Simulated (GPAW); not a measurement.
## Calculation of the molecule and its ions of SiPH$_{3}$Cl

- system: SiPH$_{3}$Cl, multiplicity 2
- method: PBE/real-space grid, UKS, scalar-relativistic datasets (GPAW 26.7.0)

The geometry comes from this level: GFN2-xTB.

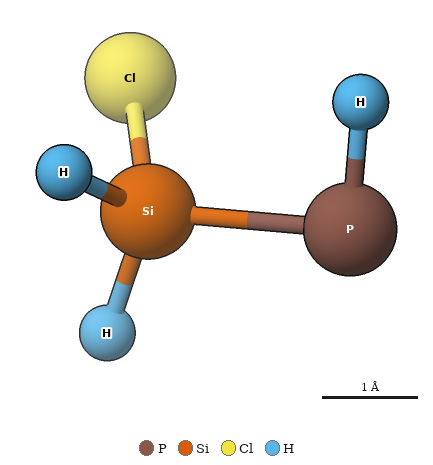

The structure (ball-and-stick view, seen at a tilt).

Results in brief

| quantity | value |
| --- | --- |
| outcome | converged |
| ionisation energy | 9.50 eV |
| hardware | 1 thread of Arm Neoverse V2, 24 GiB of memory available, shared host |
| wall time | 64 s |
| peak memory | 0.95 GiB |

The input (run.py)
```python
from ase.io.zmatrix import parse_zmatrix
from gpaw import GPAW

# Set up the molecule
mol = parse_zmatrix("""
P
Si 1 2.228214
Cl 2 2.029307 1 110.6131
H 1 1.392368 2 94.18347 3 58.19507
H 2 1.462575 3 106.36151 4 96.93136
H 2 1.458812 5 110.63555 3 -116.8853
""")
mol.center(vacuum=4.5)

energies = {}
for name, charge, unpaired in [('neutral', 0, 1), ('oxidised', 1, 0)]:
    mol.set_initial_magnetic_moments([unpaired / len(mol)] * len(mol))
    calc = GPAW(mode='fd',
                maxiter=100,
                symmetry='off',
                xc='PBE',
                occupations={'name': 'fermi-dirac', 'width': 0.01, 'fixmagmom': unpaired > 0},
                h=0.18,
                charge=charge,
                txt=f'{name}.txt')
    mol.calc = calc
    energies[name] = mol.get_potential_energy()
    print(f'{name:10} {energies[name]:12.5f} eV')

ip = energies['oxidised'] - energies['neutral']
print(f'Vertical IP = {ip:.3f} eV')
```

Launch command:
```bash
OMP_NUM_THREADS=1 python run.py
```

Log
```
neutral       -22.83912 eV
oxidised      -13.34335 eV
Vertical IP = 9.496 eV
```
